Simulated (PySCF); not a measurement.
# CoH3: structure of the triplet

Where does triplet CoH3 go from a BP86 minimum start, is the end point a minimum, and what are its modes, charges and moments?

Computed with PySCF 2.14.0. Level: BP86, basis Co def2-TZVP, H def2-TZVP, no relativity, density fitting.

**1. The starting structure**

4 atoms, charge 0, spin multiplicity 3.

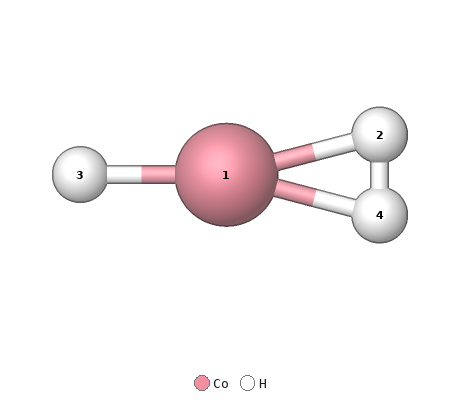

Start geometry, drawn with cobalt pink, hydrogen white; atoms are numbered from 1 in the order of the file.

Coordinates in bohr (charge 0 multiplicity 3):
```
Co    0.0000    0.0000   -0.0519
H     0.7977    0.0000    2.9958
H     0.0000    0.0000   -2.9594
H    -0.7977    0.0000    2.9958
```

**2. First SCF at the start**

One driver script runs all steps and calls PySCF; scf.py shows how it sets up the SCF of each step. The optimiser is the driver's own. The state is first sought with PBE. After this first run the driver tries any further starts and a stability analysis.

File scf.py:

```python
from pyscf import gto, scf, dft
mol = gto.M(atom='''
Co     0.000000    -0.000000    -0.027440
H      0.422140     0.000000     1.585300
H     -0.000000     0.000000    -1.566030
H     -0.422140     0.000000     1.585300''',
    basis={'Co': 'def2-TZVP', 'H': 'def2-TZVP'},
    charge=0, spin=2)
mf = dft.UKS(mol, xc='PBE')
mf.grids.atom_grid = (50, 194)
aux = {'Co': 'def2-universal-JKFIT', 'H': 'def2-universal-JKFIT'}
mf = mf.density_fit(auxbasis=aux)
mf.conv_tol = 1e-08
mf.diis_space = 10
mf.max_cycle = 60
mf.init_guess = 'minao'
mf.verbose = 4
mf.kernel()
```

Run with:

```console
OMP_NUM_THREADS=2 python axn.py task.json out
```

Output:

```text
init E= -1383.33953993579
[... the frontier-level lines of each cycle are left out ...]
cycle= 1 E= -1366.16150259262  delta_E= 17.2  |g|= 5.43  |ddm|= 15.6
cycle= 2 E= -1357.07120770624  delta_E= 9.09  |g|= 10.1  |ddm|= 16.8
cycle= 3 E= -1374.09990486661  delta_E=  -17  |g|= 6.58  |ddm|=  5.2
cycle= 4 E= -1376.52705240259  delta_E= -2.43  |g|= 5.85  |ddm|= 1.48
cycle= 5 E= -1377.48902995545  delta_E= -0.962  |g|= 5.44  |ddm|= 0.366
cycle= 6 E= -1383.44620416819  delta_E= -5.96  |g|= 1.81  |ddm|= 1.53
cycle= 7 E= -1384.03976988729  delta_E= -0.594  |g|= 0.801  |ddm|= 0.829
cycle= 8 E= -1383.89680458478  delta_E= 0.143  |g|= 1.08  |ddm|= 0.87
cycle= 9 E= -1384.18707514492  delta_E= -0.29  |g|= 0.604  |ddm|= 0.512
cycle= 10 E= -1384.24454632332  delta_E= -0.0575  |g|= 0.317  |ddm|= 0.233
cycle= 11 E= -1384.27134343681  delta_E= -0.0268  |g|= 0.109  |ddm|= 0.169
cycle= 12 E= -1384.27435041209  delta_E= -0.00301  |g|= 0.0185  |ddm|= 0.0817
cycle= 13 E= -1384.27453039079  delta_E= -0.00018  |g|= 0.00751  |ddm|= 0.026
cycle= 14 E= -1384.27455107096  delta_E= -2.07e-05  |g|= 0.000403  |ddm|= 0.0082
cycle= 15 E= -1384.27455118817  delta_E= -1.17e-07  |g|= 0.000277  |ddm|= 0.000898
cycle= 16 E= -1384.27455122349  delta_E= -3.53e-08  |g|= 2.96e-05  |ddm|= 0.000335
cycle= 17 E= -1384.27455122429  delta_E= -8.05e-10  |g|= 2.16e-05  |ddm|= 7.29e-05
Extra cycle  E= -1384.27455122078  delta_E= 3.51e-09  |g|= 0.000126  |ddm|= 8.94e-05
converged SCF energy = -1384.27455122078  <S^2> = 2.0147473  2S+1 = 3.0098155
```

This step, with its further starts and checks, needed 18 s of wall time on 2 threads of Arm Neoverse V1, shared host.

The starts that the driver tried:

| start | energy (Eh) |
| --- | --- |
| the minimal-basis guess | -1384.274551 |
| a thermally smeared density | -1384.274551 |
| a smeared PBE density | -1384.274844 |

The first run landed in a state that is too high. Following the other starts and the instabilities gains 0.8 kJ/mol (-1384.27484 Eh), and the work goes on from there.

**3. Relaxation: BP86 minimum start, triplet**

The program finds C2v symmetry in the start, which this walk keeps. Threshold on the gradient: 0.0003 Eh/bohr, with a further test on the energy change.

Edit scf.py of step 2 so:

```diff
@@ -3 +3 @@
-Co     0.000000    -0.000000    -0.027440
+Co     0.000000     0.000000    -0.027440
@@ -5 +5 @@
-H     -0.000000     0.000000    -1.566030
+H      0.000000     0.000000    -1.566030
@@ -9 +9 @@
-mf = dft.UKS(mol, xc='PBE')
+mf = dft.UKS(mol, xc='B88,P86')
@@ -16 +15,0 @@
-mf.init_guess = 'minao'
```

Steps of the walk:

| step | energy (Eh) | change (kJ/mol) | largest symmetric gradient (Eh/bohr) |
| --- | --- | --- | --- |
| 0 | -1384.745217 | 0.00 | 0.00016 |

The walk took 2.2 s.

Geometry (Å) and forces (eV/Å) at some steps:

```
step 0
Co   0.000   0.000  -0.027   0.000   0.000   0.008
H    0.422   0.000   1.585  -0.003   0.000  -0.003
H    0.000   0.000  -1.566   0.000   0.000  -0.003
H   -0.422   0.000   1.585   0.003   0.000  -0.003
```

After 0 steps and 0.0 kJ/mol it ends at C2v: Co–H 1.539 Å, Co–H 1.667 Å (×2), H–H 0.844 Å; Co–H–H 75.3° (×2), H–Co–H 29.3°, H–Co–H 165.3° (×2).

**4. Frequencies**

The point is checked on the finer grid, and tightened if its gradient asks for it. The Hessian and the dipole derivatives come from central differences of analytic gradients, with steps of 0.02 bohr.

Edit scf.py of step 3 so:

```diff
@@ -3,4 +3,4 @@
-Co     0.000000     0.000000    -0.027440
-H      0.422140     0.000000     1.585300
-H      0.000000     0.000000    -1.566030
-H     -0.422140     0.000000     1.585300''',
+Co     0.000000     0.000000    -0.027301
+H      0.422102     0.000000     1.585272
+H      0.000000     0.000000    -1.566114
+H     -0.422102     0.000000     1.585272''',
@@ -10 +10 @@
-mf.grids.atom_grid = (50, 194)
+mf.grids.atom_grid = (75, 302)
@@ -13 +13 @@
-mf.conv_tol = 1e-08
+mf.conv_tol = 1e-10
```

This SCF starts from the last density.

SCF at the final geometry:

```text
init E= -1384.7451012002
[... the frontier-level lines of each cycle are left out ...]
cycle= 1 E= -1384.74510119993  delta_E= 2.72e-10  |g|= 3.59e-05  |ddm|= 1.95e-05
cycle= 2 E= -1384.74510119208  delta_E= 7.85e-09  |g|= 0.000191  |ddm|= 0.000105
cycle= 3 E= -1384.74510120021  delta_E= -8.13e-09  |g|= 2.58e-07  |ddm|= 8.84e-05
cycle= 4 E= -1384.74510120021  delta_E= 3.64e-12  |g|= 4.68e-08  |ddm|= 3.95e-07
Extra cycle  E= -1384.74510120021  delta_E= -4.55e-13  |g|= 2.75e-07  |ddm|= 1.67e-07
converged SCF energy = -1384.74510120021  <S^2> = 2.0140445  2S+1 = 3.0093485
```

The whole step took 51 s.

Geometry: C2v; Co–H 1.539 Å, Co–H 1.667 Å (×2), H–H 0.844 Å; Co–H–H 75.3° (×2), H–Co–H 29.3°, H–Co–H 165.3° (×2).

Harmonic modes (main isotopes):

```
symmetry  ω (cm⁻¹)  IR (km/mol)
      b2       569         42.6
      b1       613         16.4
      a1       990         28.7
      b2      1495          0.7
      a1      1837          187
      a1      3006          273
```

Every mode is real; the point is a minimum.

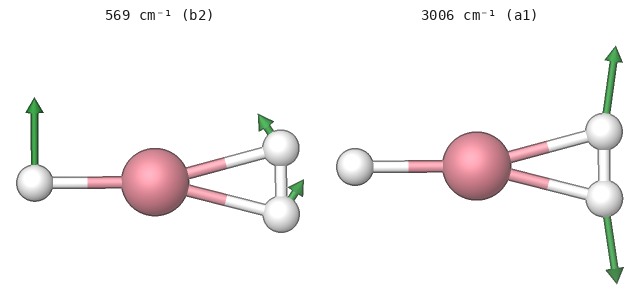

Displacements of 2 of the modes, as arrows (one member where a mode is degenerate).

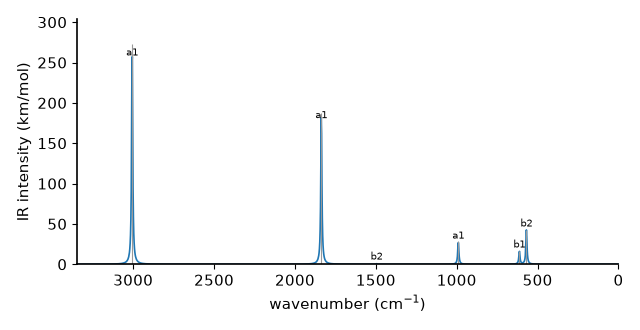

The harmonic infrared spectrum (widths in cm⁻¹). Lines are broadened to a width of 8 cm⁻¹ (Lorentzian).

Constants and moments:

```
Dipole moment                                                   : 2.73 D
Highest occupied level                                          : -4.64 eV
Lowest empty level                                              : -3.74 eV
Rotational constants                                            : 46.94, 2.224, 2.123 cm⁻¹
Zero-point energy                                               : 50.9 kJ/mol
Principal polarisabilities                                      : 22.7, 29.2, 43.6 bohr³
Atomisation energy without zero-point energy                    : 865 kJ/mol
Principal traceless quadrupole moments about the centre of mass : -2.56, 1.17, 1.39 D Å
Entropy at 298.15 K and 1 bar (electronic part: spin only)      : 229.4 J/(mol K)
Heat capacity Cp at 298.15 K                                    : 44.1 J/(mol K)
Enthalpy at 298.15 K above 0 K                                  : 10.90 kJ/mol
Rotational symmetry number                                      : 2
Spin squared ⟨S²⟩                                               : 2.014
```

Charges (e) and bond orders:

```json
{"atom": "Co1", "Mulliken": "-0.02", "Löwdin": "0.02", "polar tensor": "0.18", "spin (Mulliken)": "2.08", "Mayer order to Co1": "–"}
{"atom": "H2,4", "Mulliken": "0.07", "Löwdin": "0.09", "polar tensor": "0.07", "spin (Mulliken)": "-0.02", "Mayer order to Co1": "0.38"}
{"atom": "H3", "Mulliken": "-0.13", "Löwdin": "-0.20", "polar tensor": "-0.31", "spin (Mulliken)": "-0.03", "Mayer order to Co1": "0.94"}
```

Outer orbital energies (eV). α occupied: -62.04, -12.95, -7.13, -6.58, -6.07, -5.70, -5.68, -5.52; empty: -1.62, 0.17, 0.21, 1.93. β occupied: -60.28, -60.17, -60.08, -12.89, -6.59, -5.19, -4.81, -4.64; empty: -3.74, -3.35, -1.27, 0.84.

Mulliken populations on Co1: s 6.83, p 12.25, d 7.94, f 0.00.

**5. What came out**

| quantity | value |
| --- | --- |
| minimum | triplet, C2v |
| geometry | Co–H 1.539 Å, Co–H 1.667 Å (×2), H–H 0.844 Å; Co–H–H 75.3° (×2), H–Co–H 29.3°, H–Co–H 165.3° (×2) |
| wavenumbers (cm⁻¹) | 569 (b2), 613 (b1), 990 (a1), 1495 (b2), 1837 (a1), 3006 (a1) |
| dipole moment | 2.73 D |
| highest occupied, lowest empty level (either spin) | -4.64, -3.74 eV |
| polar-tensor charge of Co1 | +0.18 e |
| zero-point energy | 50.9 kJ/mol |
| entropy at 298.15 K | 229.4 J/(mol K) |
| atomisation energy (no zero-point energy) | 865 kJ/mol |
| ⟨S²⟩ | 2.014 |

In words: The BP86 minimum start keeps its C2v symmetry and ends in a minimum. In the infrared the band at 3006 cm⁻¹ (a1) leads. Most of the spin sits on Co1 (Mulliken spin 2.08, against 2 for the whole molecule). Other starts or spin states, not run here, may lie lower. One determinant may miss the lowest occupation of an open d or f shell.

The search up to here took 72 s.
